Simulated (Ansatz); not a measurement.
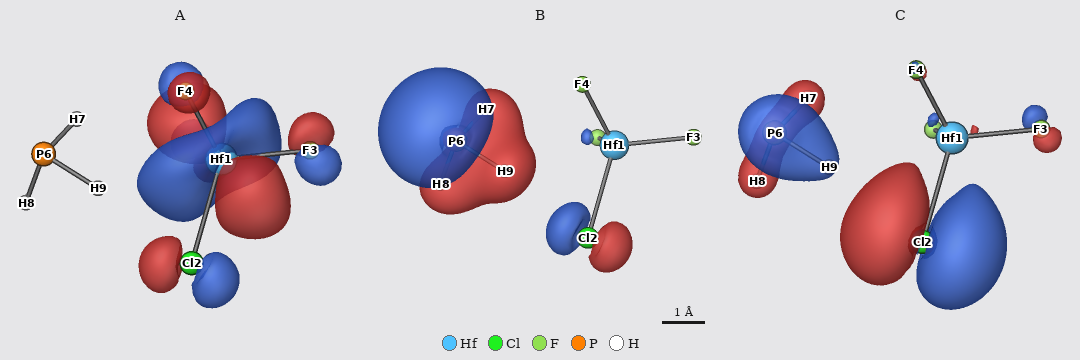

The picture shows: ClF3Hf···PH3. Three frontier orbitals at ±0.1 Å⁻³ᐟ² (red and blue are the two phases), in no order.

Core potentials replace the inner electrons of Hf; not at a stationary point (largest force 1.3 eV/Å).

Theory: RKS B3LYP/def2-SVP (Ansatz).

Input

```
crystal:
  periodic: [false, false, false]
  atoms:
    - { symbol: Hf, position_ang: [0.0, 0.0, 0.0] }
    - { symbol: Cl, position_ang: [0.0, 0.0, 2.87] }
    - { symbol: F, position_ang: [1.8671, 0.0, -0.6593] }
    - { symbol: F, position_ang: [-0.9326, 1.6157, -0.6593] }
    - { symbol: F, position_ang: [-0.9326, -1.6157, -0.6593] }
    - { symbol: P, position_ang: [-2.7236, 0.0, 0.905] }
    - { symbol: H, position_ang: [-3.49, -0.8853, 0.1017] }
    - { symbol: H, position_ang: [-2.7734, -0.4268, 2.2584] }
    - { symbol: H, position_ang: [-1.5959, 0.0, 2.2734] }
basis:
  gaussian: { orbitals: def2-SVP }
hamiltonian:
  xc: b3lyp
relax:
  f_tol: 0.15
  max_steps: 25
  restrain:
    - { distance: [0, 5], at: 3.77, k: 30.0 }
    - { distance: [8, 1], at: 2.57, k: 30.0 }
    - { distance: [0, 1], at: 2.52, k: 30.0 }
    - { distance: [8, 5], at: 1.42, k: 30.0 }
output:
  orbitals: {}
```

Command:

```sh
ansatz run input.yaml --threads 4 --pin off --max-ram 5120MiB --backend cpu --events-out ev --progress --plain --runs-dir out
```

The fields are those of the run's last geometry, not of the input's.

**Which picture is the HOMO−1, the HOMO and the LUMO?**

C is the HOMO−1 (−9.14 eV). By Hirshfeld shares it lies mainly on Cl2 (about 75 %) and P6 (about 10 %); largely a lone pair of Cl2. B is the HOMO (−7.97 eV). It lies mainly on P6 (about 75 %); largely a lone pair of P6. A is the LUMO (−1.71 eV). It lies mainly on Hf1 (about 70 %), Cl2 (about 10 %) and F3 (about 5 %).

**What is the HOMO–LUMO gap?**

6.26 eV between the orbital energies.
